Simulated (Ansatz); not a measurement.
**BClHS− (SMILES [S-]BCl): a short trajectory**

Aim: follow the atoms for 60 steps of 0.75 fs at constant energy, with velocities drawn for 300 K.

Computed with Ansatz 0.2.0, Gaussian basis. Level: BLYP-D4/def2-SVP.

1 further run of the same task is left out (it didn't finish).

### Step 1. Where the work starts

SMILES `[S-]BCl`, 4 atoms, charge -1, spin multiplicity 1.

Atoms are counted from 1 here; the program's logs count them from 0.

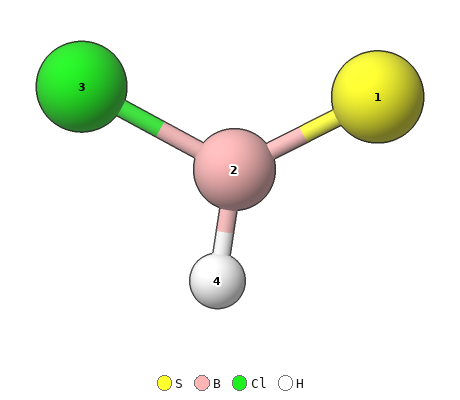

Start geometry, drawn with sulfur yellow, boron pink, chlorine green, hydrogen white; atoms are numbered from 1 in the order of the file.

As a file:

```xyz
4
charge -1, multiplicity 1
S    -1.57688   -0.65681    0.01990
B    -0.06055    0.09124   -0.08133
Cl    1.46071   -0.53762    0.71992
H     0.17672    1.10319   -0.65849
```

### Step 2. The run

The input, md/in.yaml:

```yaml
crystal:
  periodic: [false, false, false]
  atoms:
    - {symbol: S, position_ang: [-1.576880, -0.656810, 0.019900]}
    - {symbol: B, position_ang: [-0.060550, 0.091240, -0.081330]}
    - {symbol: Cl, position_ang: [1.460710, -0.537620, 0.719920]}
    - {symbol: H, position_ang: [0.176720, 1.103190, -0.658490]}
basis:
  gaussian: {orbitals: def2-SVP}
total_charge: -1
hamiltonian: {xc: {name: BLYP}, dispersion: d4}
md: {n_steps: 60, timestep: 0.75, temperature: 300, ensemble: nve, seed: 281, initial_velocities: maxwell_boltzmann}
```

Command:

```bash
$ ansatz run in.yaml --threads 2 --pin off --events-out ev --progress --plain --max-ram 3481MiB
```

Output (excerpt; [...] marks lines left out):

```text
Functional definition: BLYP
  name "BLYP"
  cite "Becke, Phys. Rev. A 38, 3098 (1988) doi:10.1103/PhysRevA.38.3098"
  cite "Lee, Yang & Parr, Phys. Rev. B 37, 785 (1988) doi:10.1103/PhysRevB.37.785"
[...]
612 factors; their error is unknown
[...]
mean field -24044.99034490 eV, -883.6370968952 hartree, gradient 1.1e-5 eV, S^2 0.000000; 0 other end points of the search recorded, 0 dependent functions left out
[...]
reference -24044.99060256 eV, -883.6371063639 hartree; 20, 20 occupied and 35, 35 virtual orbitals, 612 factors
md step     0: t =     0.00 fs  T =   300.0 K  F+E_penalty+E_count = -24045.21537378 eV  E_kin = 0.077556 eV  conserved = -24045.13781778 eV  (25 SCF iters)
[...]
md step    15: t =    11.25 fs  T =   297.9 K  F+E_penalty+E_count = -24045.21496873 eV  E_kin = 0.077008 eV  conserved = -24045.13796057 eV  (26 SCF iters, 3 dispersion substeps)
[...]
md step    30: t =    22.50 fs  T =   250.5 K  F+E_penalty+E_count = -24045.20210734 eV  E_kin = 0.064752 eV  conserved = -24045.13735535 eV  (26 SCF iters, 3 dispersion substeps)
[...]
md step    45: t =    33.75 fs  T =   267.8 K  F+E_penalty+E_count = -24045.20724028 eV  E_kin = 0.069229 eV  conserved = -24045.13801113 eV  (26 SCF iters, 3 dispersion substeps)
[...]
md step    59: t =    44.25 fs  T =   514.1 K  F+E_penalty+E_count = -24045.27038537 eV  E_kin = 0.132906 eV  conserved = -24045.13747926 eV  (25 SCF iters, 3 dispersion substeps)
[...]
md step    60: t =    45.00 fs  T =   560.0 K  F+E_penalty+E_count = -24045.28271154 eV  E_kin = 0.144783 eV  conserved = -24045.13792828 eV  (25 SCF iters, 3 dispersion substeps)
Total energy: -24045.28296970 eV, -883.6478506583 hartree
Atom 0 at    -1.634963    -0.662061     0.008553 Å, force     0.493735     0.251424    -0.079756 eV/Å
Atom 1 at    -0.076025     0.121367    -0.102540 Å, force    -0.690930    -0.977851     0.558064 eV/Å
Atom 2 at     1.517049    -0.543024     0.736385 Å, force    -0.001733     0.001195    -0.033255 eV/Å
Atom 3 at     0.208661     1.137153    -0.649172 Å, force     0.198928     0.725232    -0.445053 eV/Å
Dipole moment:     0.417712    -0.044868     0.134752 e Å
```

Wall time 35 s (2 threads of Arm Neoverse V1, shared host); peak memory 0.1 GiB.

### Step 3. The trajectory

Every 3 steps:

| time (fs) | T (K) | potential (meV) | potential + kinetic (meV) | B2–Cl3 (Å) | B2–H4 (Å) | S1–B2 (Å) |
| --- | --- | --- | --- | --- | --- | --- |
| 0.00 | 300 | 0.0 | 0.0 | 1.831 | 1.189 | 1.694 |
| 2.25 | 272 | 7.7 | 0.4 | 1.826 | 1.177 | 1.707 |
| 4.50 | 390 | -23.8 | -0.5 | 1.824 | 1.225 | 1.719 |
| 6.75 | 297 | 1.0 | 0.1 | 1.828 | 1.282 | 1.730 |
| 9.00 | 210 | 23.7 | 0.5 | 1.838 | 1.300 | 1.741 |
| 11.25 | 298 | 0.4 | -0.1 | 1.854 | 1.265 | 1.751 |
| 13.50 | 295 | 1.0 | -0.3 | 1.874 | 1.203 | 1.758 |
| 15.75 | 197 | 27.2 | 0.7 | 1.896 | 1.171 | 1.758 |
| 18.00 | 345 | -11.9 | -0.4 | 1.917 | 1.205 | 1.749 |
| 20.25 | 347 | -12.4 | -0.2 | 1.937 | 1.266 | 1.735 |
| 22.50 | 250 | 13.3 | 0.5 | 1.955 | 1.297 | 1.720 |
| 24.75 | 324 | -6.2 | 0.0 | 1.971 | 1.273 | 1.709 |
| 27.00 | 359 | -15.9 | -0.6 | 1.984 | 1.212 | 1.702 |
| 29.25 | 184 | 30.5 | 0.6 | 1.991 | 1.168 | 1.697 |
| 31.50 | 234 | 16.8 | -0.1 | 1.992 | 1.189 | 1.692 |
| 33.75 | 268 | 8.1 | -0.2 | 1.987 | 1.251 | 1.690 |
| 36.00 | 206 | 24.9 | 0.5 | 1.978 | 1.291 | 1.694 |
| 38.25 | 345 | -11.4 | 0.2 | 1.966 | 1.278 | 1.705 |
| 40.50 | 528 | -59.4 | -0.6 | 1.952 | 1.223 | 1.721 |
| 42.75 | 489 | -48.6 | 0.4 | 1.937 | 1.175 | 1.737 |
| 45.00 | 560 | -67.3 | -0.1 | 1.919 | 1.188 | 1.748 |

Energies count from the start.

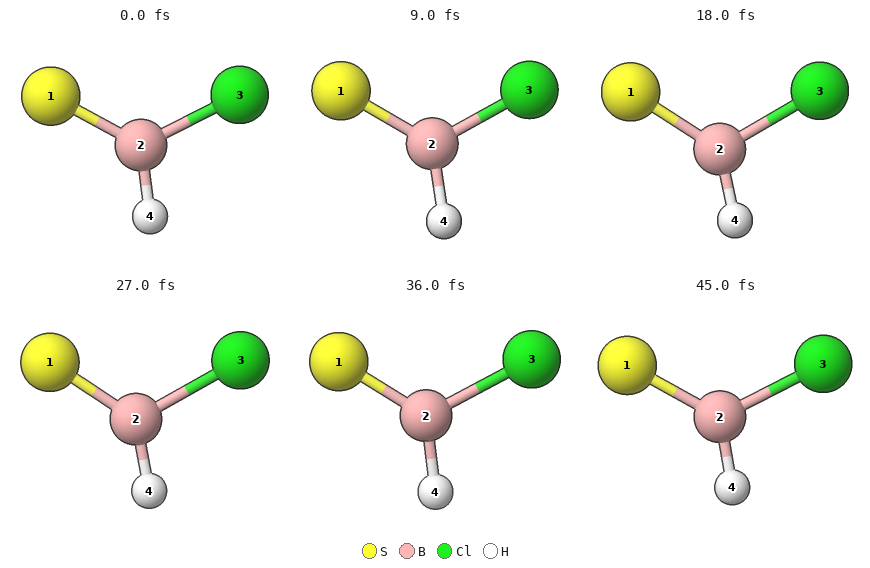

Six frames.

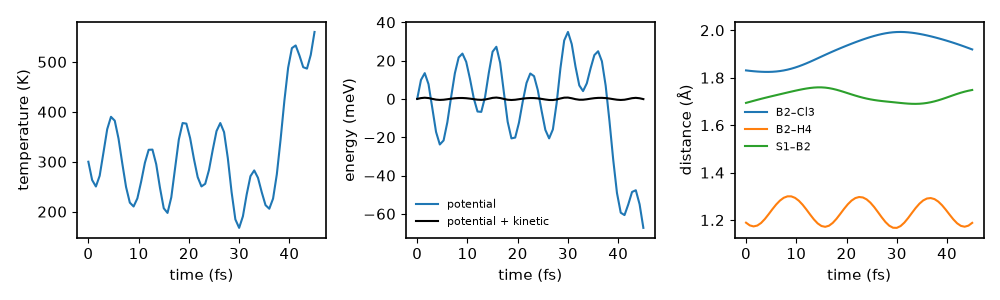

Temperature, energies and the distances followed.

Positions (Å) and forces (eV/Å) at 18.00 fs:

```xyz
4

S    -1.580   -0.677    0.029    0.172    0.687   -0.238
B    -0.075    0.201   -0.128   -0.417   -1.403    0.360
Cl    1.465   -0.555    0.729    0.327    0.254    0.038
H     0.287    1.154   -0.772   -0.082    0.462   -0.160
```

Positions (Å) and forces (eV/Å) at 45.00 fs:

```xyz
4

S    -1.635   -0.662    0.009    0.494    0.251   -0.080
B    -0.076    0.121   -0.103   -0.691   -0.978    0.558
Cl    1.517   -0.543    0.736   -0.002    0.001   -0.033
H     0.209    1.137   -0.649    0.199    0.725   -0.445
```

### Step 4. Summary of results

| quantity | value |
| --- | --- |
| length | 60 steps, 45.0 fs |
| temperature at the start | 300 K |
| mean temperature, second half | 335 K |
| lowest and highest potential energy, from the first frame | -67 and 35 meV |
| largest change of potential + kinetic | 0.7 meV |

With no thermostat the total energy should stay fixed; it holds within 0.7 meV, small beside the kinetic energy, so the time step serves. The instant temperature ranges from 167 to 560 K, as energy passes between motion and strain. The bonding pattern stays as it was.
